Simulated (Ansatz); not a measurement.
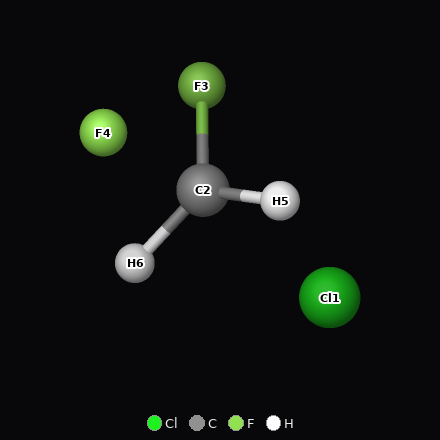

The system is the reacting system CH₂ClF₂ (fragments CH₂ClF + F where the first distance is long, Cl + CH₂F₂ where the second is long), charge −1; the picture shows the reference structure. The first coordinate is: distance C2–F4 (bond that forms); the second: distance Cl1–C2 (bond that breaks). Relaxed at each point: all other coordinates. The grid has 10 × 10 points. Points are written as (first, second). Energies: kcal/mol, counted from the lowest grid point. Energies and slopes of some neighbouring points disagree (a jump in structure or state, or too coarse a mesh). The reference is spin-restricted, so regions where a bond is pulled apart into radicals lie too high. The calculation used RKS PBE0-D4/def2-SVPD (Ansatz 0.2.0).

Its coordinates:

```xyz
6

Cl    0.0485   -2.1126    0.0968
C    -0.0017    0.1012   -0.0036
F    -0.6989    0.1473   -1.1305
F     0.1395    1.8348    0.2094
H     1.0712    0.0103   -0.0904
H    -0.5587    0.0191    0.9184
```

Range: distance C2–F4 (bond that forms) from 1.224 to 2.424 Å; distance Cl1–C2 (bond that breaks) from 1.602 to 2.802 Å.

What landscape does the calculation give?

Answer. The lowest grid point is at (1.407 Å, 2.802 Å). It lies in a valley that leaves the map towards separated partners. Other grid points that lie below all their neighbours: (1.407 Å, 1.679 Å) (43 kcal/mol higher). The highest grid point, (1.659 Å, 1.602 Å), lies 96 kcal/mol above the lowest.

```
second ↓, first →  1.224  1.301  1.407  1.528  1.659  1.800  1.947  2.100  2.260  2.424
            2.802      9      3      0      4     11     21     30     38     46     53
            2.638     19      8      4      7     13     21     29     36     43     49
            2.478     28     16     11     12     17     23     29     35     40     45
            2.325     41     28     21     20     22     26     30     34     37     41
            2.178     59     45     35     31     30     31     32     33     35     37
            2.037     81     65     52     44     39     36     34     33     33     34
            1.906     39     87     71     59     50     44     38     34     32     31
            1.785     41     44     91     76     64     53     45     38     34     32
            1.679     48     47     43     95     80     66     55     46     40     36
            1.602     57     54     49     52     96     80     67     56     49     42
```

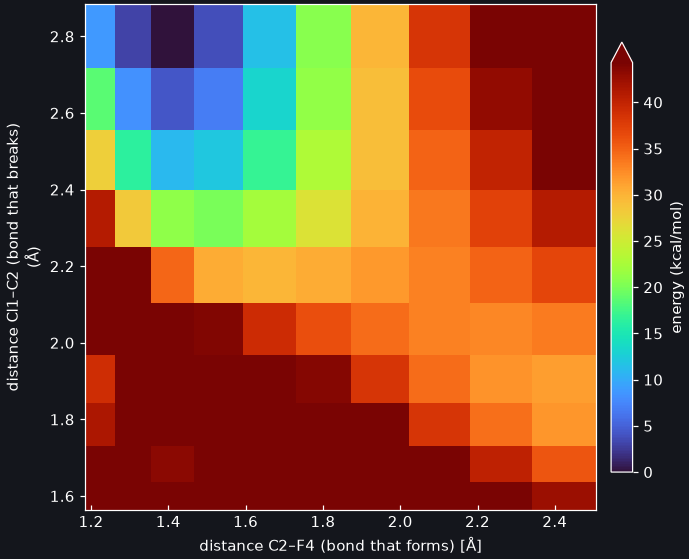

In the figure: one coloured cell a grid point, one colour for all values above the top of the scale.

Each point was launched as `ansatz run input.yaml --threads 1 --pin off --max-ram 2560MiB --backend cpu --events-out ev --progress --plain --runs-dir out`. The whole map (100 points run) took 20 min on 1 thread of Arm Neoverse V2 (shared host).
